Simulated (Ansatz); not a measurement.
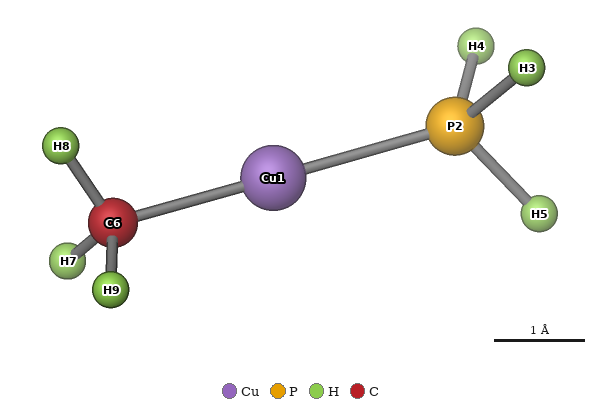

The input geometry of run A (ball-and-stick view, seen at a tilt; atoms are numbered from 1 in the order of the input). Sticks mark near contacts. Bond lengths as drawn: Cu–P 2.17 Å, C–Cu 1.91 Å, C–H 1.10 Å and H–P 1.41 Å.

## What a change does: geometry relaxation on CH6CuP

System: CH6CuP (Cu(PH3)Me), charge +1, multiplicity 2.
Method of run A: UKS r2SCAN-D4/def2-TZVP (Ansatz 0.2.0).

The geometry: r2SCAN-D4/def2-TZVP start. Text and figures count atoms from 1; the logs count them from 0 in places.

**The input, run A**
```yaml
crystal:
  periodic: [false, false, false]
  atoms:
    - {symbol: Cu, position_ang: [0.004056, 0.007953, -0.217663]}
    - {symbol: P, position_ang: [-0.000991, -0.009895, 1.952287]}
    - {symbol: H, position_ang: [1.216764, -0.101595, 2.664393]}
    - {symbol: H, position_ang: [-0.686482, -1.034374, 2.644215]}
    - {symbol: H, position_ang: [-0.543183, 1.080178, 2.670758]}
    - {symbol: C, position_ang: [0.002821, 0.013807, -2.130269]}
    - {symbol: H, position_ang: [-1.018487, 0.014816, -2.526718]}
    - {symbol: H, position_ang: [0.512570, -0.869526, -2.530416]}
    - {symbol: H, position_ang: [0.512933, 0.898626, -2.526577]}
basis:
  gaussian: {orbitals: def2-TZVP}
total_charge: 1
magnetization: {spin_polarized: true, initial_magnetization: 1}
hamiltonian: {xc: r2scan, dispersion: d4}
scf: {lower_state_search: "off"}
output: {orbitals: {seedname: orbitals}}
relax: {f_tol: 0.02, max_steps: 100}
```

Launched with:
```bash
ansatz run in.yaml --threads 2 --pin off --events-out ev --progress --plain --max-ram 4352MiB
```

Hardware: 2 threads of Arm Neoverse V2, 23 GiB of memory available, shared host.

**Output, shortened to warnings, some set-up lines, iterations and results (run A)**
```
[...]
mean field evaluation 1: about -55022.7064 eV, gradient 1.1e2 eV
mean field evaluation 2: about -53797.2940 eV, gradient 4.4e2 eV
mean field evaluation 4: about -55043.8455 eV, gradient 5.9e1 eV
mean field evaluation 8: about -55055.8241 eV, gradient 3.4e-1 eV
mean field evaluation 16: about -55055.7825 eV, gradient 7.6e-3 eV
relax step   1: F+E_penalty+E_count = -55055.81267241 eV  Δ(F+E_penalty+E_count) = +0.000e0 eV  max|allowed force component| = 2.035e0 eV/Å  Δτ_max = 0.0000 Å  (21 SCF iters, …
mean field evaluation 32: about -55056.0089 eV, gradient 1.3e-6 eV
relax step   2: F+E_penalty+E_count = -55056.03898590 eV  Δ(F+E_penalty+E_count) = -2.263e-1 eV  max|allowed force component| = 1.213e0 eV/Å  Δτ_max = 0.0802 Å  (28 SCF …
relax step   3: F+E_penalty+E_count = -55056.08449922 eV  Δ(F+E_penalty+E_count) = -4.551e-2 eV  max|allowed force component| = 4.389e-1 eV/Å  Δτ_max = 0.0509 Å  (28 SCF …
relax step   4: F+E_penalty+E_count = -55056.09359194 eV  Δ(F+E_penalty+E_count) = -9.093e-3 eV  max|allowed force component| = 6.266e-2 eV/Å  Δτ_max = 0.0227 Å  (24 SCF …
relax step   5: F+E_penalty+E_count = -55056.09387899 eV  Δ(F+E_penalty+E_count) = -2.871e-4 eV  max|allowed force component| = 1.384e-2 eV/Å  Δτ_max = 0.0039 Å  (25 SCF …
Total energy: -55056.09390069 eV, -2023.2741324897 hartree
Atom 0 at     0.001449     0.003606    -0.267881 Å, force    -0.000306    -0.000551     0.002789 eV/Å
Atom 1 at    -0.002435    -0.012524     1.980179 Å, force     0.000074     0.000147    -0.008882 eV/Å
Atom 2 at     1.249823    -0.102641     2.613329 Å, force    -0.001052     0.000045    -0.000503 eV/Å
Atom 3 at    -0.704302    -1.060167     2.602248 Å, force     0.000650     0.000992    -0.000114 eV/Å
Atom 4 at    -0.556536     1.110886     2.618978 Å, force     0.000451    -0.000932    -0.000530 eV/Å
Atom 5 at     0.002909     0.014429    -2.239808 Å, force     0.000146     0.000290    -0.002150 eV/Å
Atom 6 at    -1.069899     0.015373    -2.436354 Å, force     0.013842    -0.000002     0.003053 eV/Å
Atom 7 at     0.539583    -0.913659    -2.440258 Å, force    -0.006884     0.011978     0.003119 eV/Å
Atom 8 at     0.539409     0.944687    -2.430424 Å, force    -0.006920    -0.011968     0.003218 eV/Å
Dipole moment:    -0.000407    -0.001378     0.162030 e Å
Checks for a lower state left out: stability, starts, cluster_reference, orbital_swaps, neighbouring_geometries, increment
```

The input of run B differs as follows (lines with − go, lines with + come):
```diff
-  gaussian: {orbitals: def2-TZVP}
-total_charge: 1
+  gaussian: {orbitals: def2-TZVPD}
+total_charge: -1
```

Predict how the results change.

The total energies belong to different systems, so their difference says nothing on which is more stable or more accurate. The HOMO goes from −11.81 to 1.91 eV. The LUMO goes from −10.18 to 3.13 eV. The basis functions go from 149 to 182. On the same kind of shared host run B took about 2.3 times as long.

**Output, shortened to warnings, some set-up lines, iterations and results (run B)**
```
[...]
mean field evaluation 1: about -54985.1159 eV, gradient 2.1e2 eV
mean field evaluation 2: about -54658.4521 eV, gradient 4.0e2 eV
mean field evaluation 4: about -55048.1392 eV, gradient 4.7e1 eV
mean field evaluation 8: about -55062.9799 eV, gradient 4.9e-1 eV
mean field evaluation 16: about -55063.0126 eV, gradient 8.9e-1 eV
relax step   1: F+E_penalty+E_count = -55063.03771593 eV  Δ(F+E_penalty+E_count) = +0.000e0 eV  max|allowed force component| = 1.287e0 eV/Å  Δτ_max = 0.0000 Å  (74 SCF iters, …
mean field evaluation 32: about -55063.2485 eV, gradient 6.5e-1 eV
relax step   2: F+E_penalty+E_count = -55063.28402777 eV  Δ(F+E_penalty+E_count) = -2.463e-1 eV  max|allowed force component| = 7.070e-1 eV/Å  Δτ_max = 0.1680 Å  (35 SCF …
relax step   3: F+E_penalty+E_count = -55063.36471881 eV  Δ(F+E_penalty+E_count) = -8.069e-2 eV  max|allowed force component| = 3.095e-1 eV/Å  Δτ_max = 0.1944 Å  (32 SCF …
relax step   4: F+E_penalty+E_count = -55063.37324942 eV  Δ(F+E_penalty+E_count) = -8.531e-3 eV  max|allowed force component| = 8.269e-2 eV/Å  Δτ_max = 0.0521 Å  (28 SCF …
mean field evaluation 64: about -55063.3292 eV, gradient 1.7e-3 eV
relax step   5: F+E_penalty+E_count = -55063.37563707 eV  Δ(F+E_penalty+E_count) = -2.388e-3 eV  max|allowed force component| = 7.929e-2 eV/Å  Δτ_max = 0.0273 Å  (24 SCF …
relax step   6: F+E_penalty+E_count = -55063.37540986 eV  Δ(F+E_penalty+E_count) = +2.272e-4 eV  max|allowed force component| = 8.611e-2 eV/Å  Δτ_max = 0.0238 Å  (25 SCF …
relax step   7: F+E_penalty+E_count = -55063.37606856 eV  Δ(F+E_penalty+E_count) = -4.315e-4 eV  max|allowed force component| = 1.073e-2 eV/Å  Δτ_max = 0.0116 Å  (24 SCF …
Total energy: -55063.37609987 eV, -2023.5417483736 hartree
Atom 0 at     0.185779     0.276926    -0.239653 Å, force    -0.000940    -0.003676     0.004299 eV/Å
Atom 1 at    -0.054589    -0.089814     1.926965 Å, force    -0.001438    -0.002407    -0.010733 eV/Å
Atom 2 at     1.173493    -0.160288     2.628726 Å, force     0.001560    -0.002122    -0.000383 eV/Å
Atom 3 at    -0.724967    -1.081416     2.980141 Å, force     0.001454     0.003936     0.004486 eV/Å
Atom 4 at    -0.568282     1.024597     2.633936 Å, force    -0.002908     0.000083     0.001701 eV/Å
Atom 5 at     0.021828     0.045549    -2.176099 Å, force     0.005816     0.010365    -0.001657 eV/Å
Atom 6 at    -1.027884    -0.009892    -2.503986 Å, force    -0.001415    -0.000713     0.001824 eV/Å
Atom 7 at     0.508176    -0.880122    -2.521473 Å, force     0.000656    -0.001173     0.001651 eV/Å
Atom 8 at     0.486448     0.874449    -2.728546 Å, force    -0.002786    -0.004293    -0.001188 eV/Å
Dipole moment:    -0.035734    -0.051419    -0.039387 e Å
Checks for a lower state left out: stability, starts, cluster_reference, orbital_swaps, neighbouring_geometries, increment
```

**The two runs side by side**

```csv
quantity,run A,run B
outcome,converged,converged
total energy (hartree),−2023.274132,−2023.541748
HOMO (eV),−11.81,1.91
LUMO (eV),−10.18,3.13
⟨S²⟩,0.757,0.758
largest force (eV/Å),0.014,0.012
basis functions,149,182
wall time (shared host),28 s,64 s
```

For run B: The highest filled orbital lies above zero: either the extra electron isn't bound at this level, or the self-interaction error of the functional lifts the level.
